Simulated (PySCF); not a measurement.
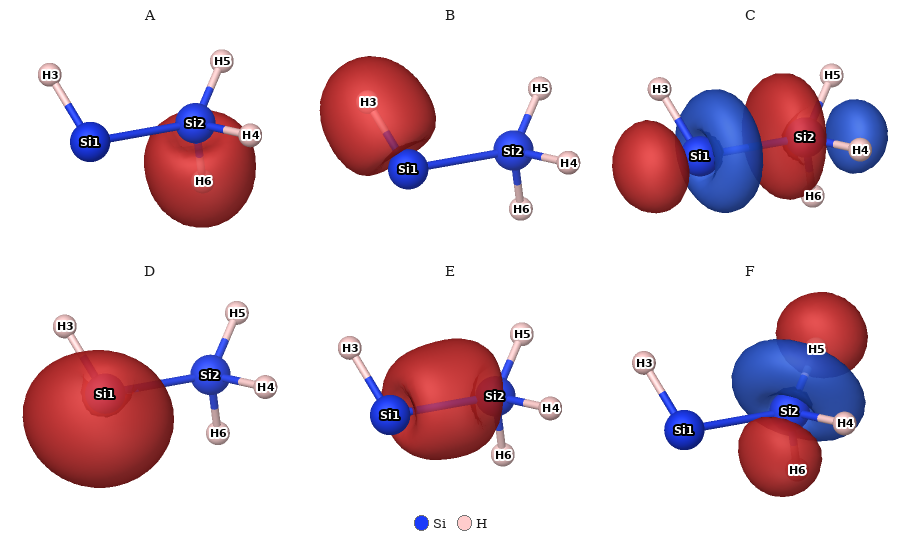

*H₄Si₂, SMILES `[SiH][SiH3]`. Intrinsic bond orbitals (IBO), occupied and valence-virtual; each surface holds about 70 % of the orbital's density. Energies are diagonal elements of the Fock matrix.*

Level of theory: TPSSh/def2-SVP (PySCF), at a geometry from GFN2-xTB. No frequency check shows the geometry to be a minimum.

Coordinates in Å:

```
Si1     -1.2507   -0.1008   -0.0000
Si2      1.0254    0.0269   -0.0001
H3      -1.7045    1.3274    0.0002
H4       1.4683   -0.7455    1.1773
H5       1.9212    1.1971    0.0007
H6       1.4689   -0.7448   -1.1769
```

**What does each orbital represent in a Lewis picture?**

By panel:
- A: σ bond H6–Si2 (H6 54 %, Si2 44 %; −10.5 eV)
- B: σ bond H3–Si1 (H3 55 %, Si1 44 %; −10.6 eV)
- C: σ* orbital Si1–Si2 (Si1 52 %, Si2 48 %; 2.5 eV)
- D: lone pair on Si1 (sp0.6-type) (Si1 98 %; −8.1 eV)
- E: σ bond Si2–Si1 (Si2 52 %, Si1 48 %; −10.5 eV)
- F: σ* orbital Si2–H5 (Si2 54 %, H5 44 %; 5.8 eV)

Run time: 3 s on 1 thread of Intel(R) Xeon(R) 6975P-C (Granite Rapids), on a shared host, peak memory 0.3 GiB.
